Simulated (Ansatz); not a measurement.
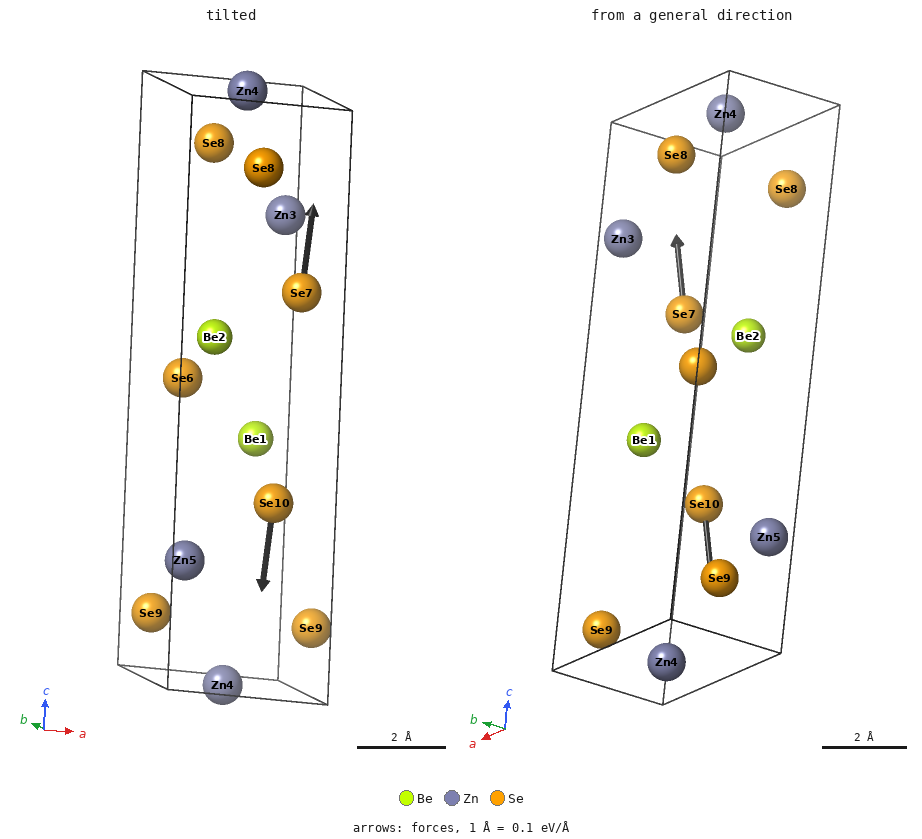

Spheres-only representation of a periodic structure, projected slightly off an axis and from a general direction. Atoms at the boundary of the cell (the run's own, in a reduced setting) (the box) are drawn once for each face, edge or corner they touch. The arrows are the computed forces on the atoms.

System: Be2Zn3Se5. Computational set-up: DFT r2SCAN, scalar-relativistic, plane waves, PAW in Ansatz, a kinetic-energy cutoff of 500 eV, k-points about 0.23 Å⁻¹ apart, Gaussian smearing of 0.02 eV, no spin polarisation.

Are the forces small enough to call this converged?

No. The atoms still feel forces of up to about 0.17 eV/Å, above a usual threshold of 0.01 to 0.03 eV/Å.

Name the atom under the greatest force.

Se7 and Se10, about 0.17 eV/Å.

Provenance: a structure type filled with these elements by a generator (whether the compound takes this form wasn't checked). Earlier steps of the study, as a rule a relaxation of our own, may have changed the cell and positions, so they can lie some per cent off the listed ones. It was the input of a calculation with Ansatz.
